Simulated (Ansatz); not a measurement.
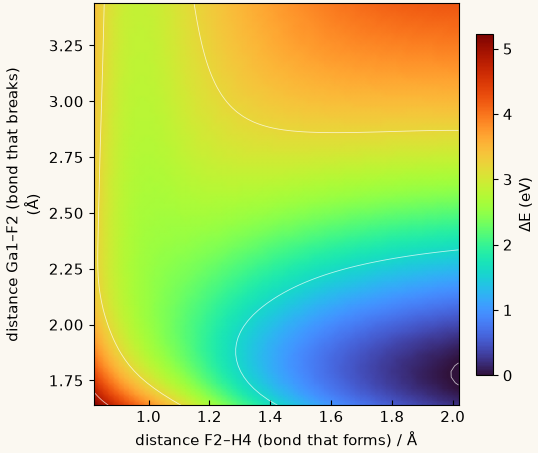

Energy landscape of the reacting system CH₃ClFGa (fragments CH₃ClFGa where the first distance is long, CH₂ClGa + FH where the second is long). Coordinates scanned: (1) distance F2–H4 (bond that forms); (2) distance Ga1–F2 (bond that breaks). Relaxed at each point: all other coordinates. The grid has 7 × 7 points. Points are written as (first, second). Energies are in eV, from the lowest grid point. The reference is spin-restricted, so regions where a bond is pulled apart into radicals lie too high. Theory: RKS r2SCAN-D4/def2-SVP (Ansatz 0.2.0).

In the figure: a smooth colour map with a few white contour lines. Between grid points the surface is interpolated. 

**Summarise what can be read from the map.**

The lowest grid point is at (2.019 Å, 1.830 Å). It lies at the edge of the scanned range, so the true minimum may lie outside. The highest grid point, (0.819 Å, 1.638 Å), lies 5.23 eV above the lowest.

Each point was launched as `ansatz run input.yaml --threads 1 --pin off --max-ram 2560MiB --backend cpu --events-out ev --progress --plain --runs-dir out`. Time for the 49 points that were run: 20 min on 1 thread of Arm Neoverse V1, with other jobs on the host.
